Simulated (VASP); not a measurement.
Band structure of GaAs (zinc blende). Calculation: PBE GGA, VASP's PBE PAW potentials (set 64) (plane waves; VASP).

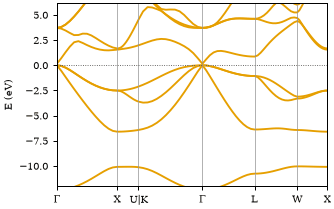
Fig. 1. Bands along high-symmetry lines, zero at the valence-band maximum or, without a gap, the Fermi level

Task: Read the plot: is there a gap, and where are the band edges?

Result: The gap is direct, 0.15 eV, from the valence maximum at Γ to the conduction minimum at Γ. (Edges off the drawn lines would not show.)

Measured: gap 1.57 eV (computed value off by -1.42 eV), as given by Wei Chen et al., Physical Review Materials (2018), doi:10.1103/physrevmaterials.2.073803 [zero-point renormalisation of 0.05 eV added back (the table's ZPR column)].

The compound is GaAs in the zinc blende structure. It was relaxed first, which changed the volume by +5 %.
